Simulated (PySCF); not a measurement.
Si(Vi)2(NH2)2, C4H10N2Si, SMILES C=C[Si](N)(N)C=C, singlet at its GFN2-xTB optimised geometry (Å):

```
17

C      1.5290    -0.2133     1.0168
C      0.7647     0.1462     0.0000
Si    -1.1214     0.1462     0.0000
N     -1.6301    -0.7123     1.4221
N     -1.6387     1.7975     0.0000
C     -1.7801    -0.5566    -1.6304
C     -2.3582    -1.7387    -1.7654
H      1.1036    -0.5431     1.9505
H      2.6084    -0.1923     0.9731
H      1.2464     0.4742    -0.9126
H     -1.2168    -1.6124     1.6041
H     -2.6163    -0.7494     1.6269
H     -2.6084     2.0012    -0.1794
H     -1.2940     2.3991     0.7302
H     -1.6684     0.0584    -2.5146
H     -2.7201    -2.1121    -2.7124
H     -2.4995    -2.3991    -0.9236
```

Level of theory: CAM-B3LYP/def2-SVP in PySCF 2.14.0. Cells within 0.4 Å of a nucleus heavier than hydrogen are left out (blank, or x).

Map of the deformation density (molecule minus spherical neutral atoms) (e/bohr³) on the plane z = 1.2 Å:

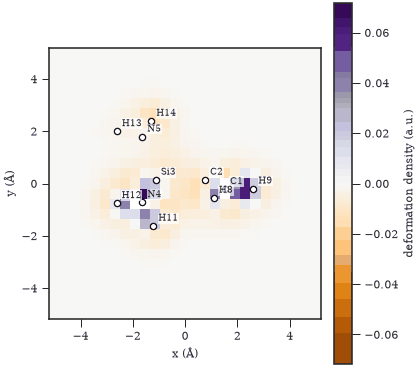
Figure. Deformation density (molecule minus spherical neutral atoms) (e/bohr³) on the plane z = 1.2 Å.
